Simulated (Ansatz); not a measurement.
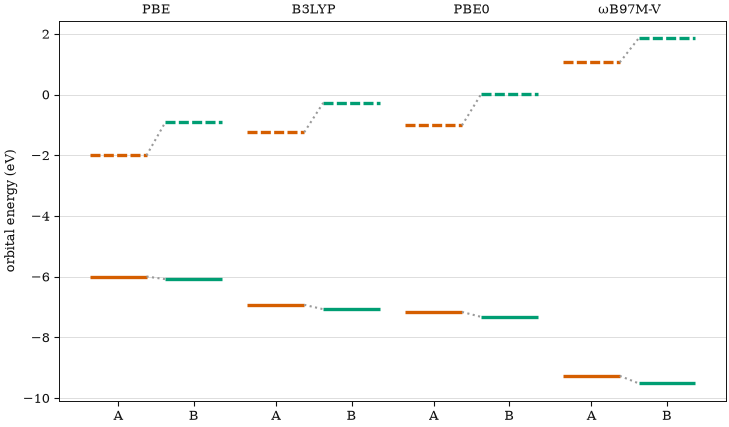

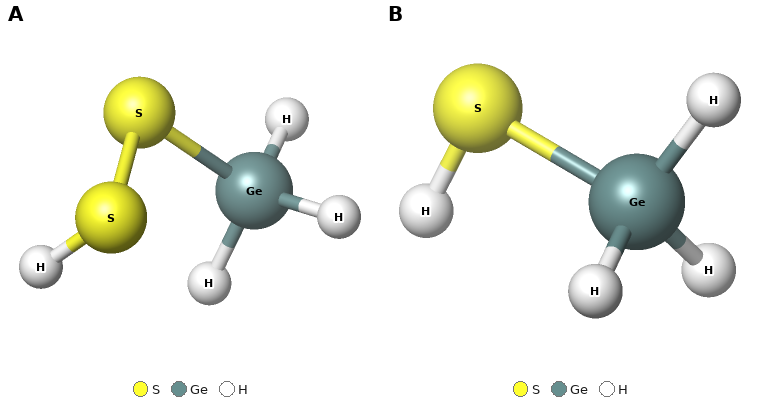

One change: A, GeH₄S₂ (SMILES S[S][GeH3]), becomes B, GeH₄S (SMILES [SH][GeH3]). SH on S is replaced by H. HOMO (solid) and LUMO (dashed) computed in def2-TZVPP at PBE0-D4/def2-TZVP geometries, both minima by their frequencies, gas phase, the Ansatz code. Empty levels above zero depend strongly on the basis.

> What does the change do to HOMO and LUMO?

PBE: the HOMO falls by 0.09 eV, the LUMO rises by 1.10 eV, and the separation goes from 3.99 to 5.18 eV. B3LYP: the HOMO falls by 0.14 eV, the LUMO rises by 0.97 eV, and the separation goes from 5.69 to 6.80 eV. PBE0: the HOMO falls by 0.16 eV, the LUMO rises by 1.02 eV, and the separation goes from 6.15 to 7.33 eV. ωB97M-V: the HOMO falls by 0.25 eV, the LUMO rises by 0.79 eV, and the separation goes from 10.33 to 11.37 eV.

> Do the functionals agree on the effect?

They agree on the direction for both levels; the HOMO shift lies between −0.25 and −0.09 eV and the LUMO shift between 0.79 and 1.10 eV, while the separations themselves differ by up to 6.3 eV between functionals.
